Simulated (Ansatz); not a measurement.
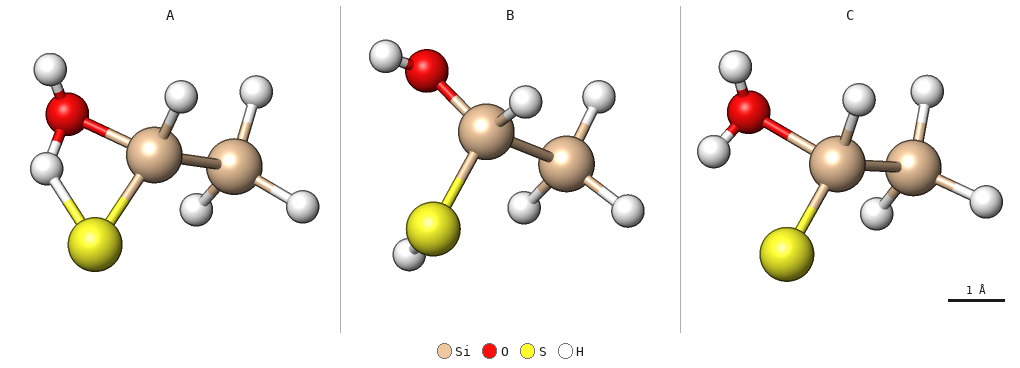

Three geometries of Si2H6SO: a saddle point and the two minima that it joins, in shuffled order. Style: ball-and-stick. Shown at a tilt. Sticks join atoms that are closer than about 1.2 times the sum of their covalent radii (a little more with hydrogen).

Stationary points at PBE0-D4/def2-TZVP, single-point energies with CCSD(T)/CBS, RPA@PBE, CCSD(T), SPW92 (LDA) (def2-TZVPP where no basis is named; Ansatz 0.2.0). The energies are electronic, without zero-point or thermal terms, and both ends are the minima reached downhill from the saddle, with any fragments still in contact. CCSD(T)/CBS stands for a frozen-core estimate: MP2 correlation extrapolated from def2-TZVPP and def2-QZVPP, CCSD(T) minus MP2 from the smaller set.

Which frame is the transition state, what reaction does it lead through, and what barrier is to be expected?

Frame A is the saddle point. From B over the saddle to C, a bond forms: H–O (3.31 → 1.16 → 0.98 Å). A bond breaks: H–S (1.34 → 1.79 → 2.55 Å). Bonds that stay but change much: O–Si (1.65 → 1.83 → 1.98 Å). The saddle has one imaginary mode, 1033i cm⁻¹. With CCSD(T)/CBS the barrier is 160.8 kJ/mol from B and 23.0 kJ/mol from C, and C lies 137.8 kJ/mol above B.

```
      level  barrier from B (kJ/mol)  barrier from C (kJ/mol)  C less B (kJ/mol)
CCSD(T)/CBS                    160.8                     23.0              137.8
    RPA@PBE                    164.9                     21.6              143.3
    CCSD(T)                    164.2                     23.3              140.9
SPW92 (LDA)                    118.9                     −3.9              122.7
```

Against CCSD(T)/CBS, CCSD(T) comes closest on the barrier from B (+3.4 kJ/mol) and SPW92 (LDA) misses most (−41.9 kJ/mol).
